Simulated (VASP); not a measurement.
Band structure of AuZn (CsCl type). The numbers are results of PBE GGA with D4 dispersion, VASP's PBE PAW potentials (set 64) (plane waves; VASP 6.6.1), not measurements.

Unless said otherwise, spin-orbit coupling is left out, though it shifts the bands of the heavy elements here.

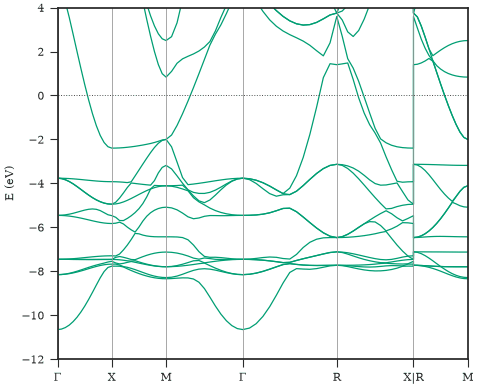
Fig. 1. Bands along high-symmetry lines, zero at the valence-band maximum or, without a gap, the Fermi level

Read the plot: is there a gap, and where are the band edges?

It has no gap at this level: it comes out as a metal or semimetal. (Edges off the drawn lines would not show.)

The compound is AuZn in the CsCl type structure. It was relaxed first. The electron count is odd and the run is not spin-polarised, which forces a metal.
